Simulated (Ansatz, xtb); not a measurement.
Loss of H2: C2H3BF2 → C2HBF2 + H2

Species: C2H3BF2 (vinyldifluoroborane) `C=CB(F)F`, singlet; C2HBF2 `C#CB(F)F`, singlet; H2 (hydrogen), singlet. 

Shapes, held fixed at every level: PBE0-D4/def2-TZVP. Programs: Ansatz 0.2.0, xtb 6.7.1. The zero-point and thermal change to 298 K, harmonic and unscaled (PBE0-D4/def2-TZVP), is -27.9 kJ/mol.

```tsv
level	kind	ΔH(298 K) (kJ/mol)	less CCSD(T)/CBS estimate
GFN2-xTB	semi-empirical	+171.1	+8.7
B3LYP-D4/def2-TZVPP	global hybrid	+166.2	+3.8
BHLYP-D4/def2-TZVPP	global hybrid	+181.8	+19.4
r2SCAN0-D4/def2-TZVPP	global hybrid	+186.4	+24.0
B2PLYP/def2-TZVPP	double hybrid	+157.9	-4.5
CCSD(T)/def2-SVP	coupled cluster or CI	+169.7	+7.3
CCSD/def2-TZVPP	coupled cluster or CI	+166.4	+4.0
CCSD(T)/CBS estimate	coupled cluster or CI	+162.4	0.0
```

The highest level, CCSD(T)/CBS estimate, gives ΔH(298 K) = +162.4 kJ/mol; the levels span +157.9 to +186.4. The column of differences is taken from that level and isn't an error. No measured value is set beside it here. The CBS estimate extrapolates MP2 from def2-TZVPP and def2-QZVPP and adds CCSD(T) − MP2 in the triple-zeta set, cores frozen; for H2 it overshoots the exact energy by about 1 mEh.

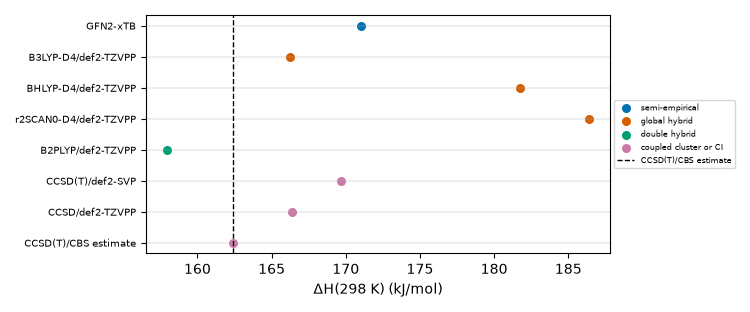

The values of the table, level by level.
